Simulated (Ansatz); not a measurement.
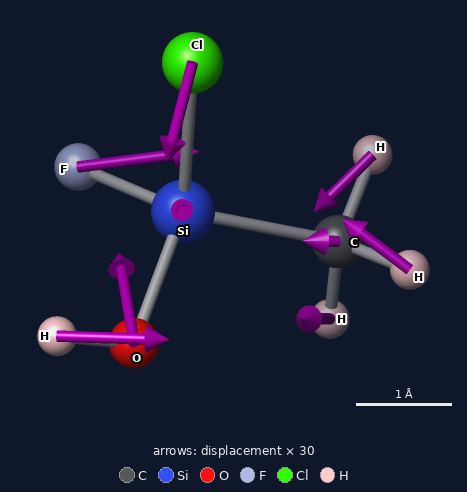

A relaxation of CH4ClFOSi. The starting structure is drawn; purple arrows show the displacements, 30 times their true length. The two geometries are superimposed by the best rigid fit.

A ball-and-stick model, seen at a tilt.

The start comes from PBE-D4/def2-SVP.

All numbers below come from RKS PBE0-D4/def2-TZVP (Ansatz). Settings: force threshold 0.005 eV/Å; at most 150 steps.

### Describe the change and its energy.

The energy falls by 8.04 kJ/mol in 7 geometry steps. The largest force component goes from 1.1 to 0.003 eV/Å. The atom that moves furthest after the best rigid fit is the O atom (0.047 Å). Largest moves by element: O 0.047 Å, F 0.045 Å, H 0.040 Å, Cl 0.038 Å, C 0.014 Å, Si 0.009 Å. Some distances before and after: F–Si 1.635 → 1.591 Å, O–Si 1.658 → 1.623 Å, Cl–Si 2.077 → 2.049 Å, C–Si 1.851 → 1.834 Å. Bond angles that change, for instance: Si–O–H 116.3° → 119.2°. The run took about 100 core-seconds on a shared host.
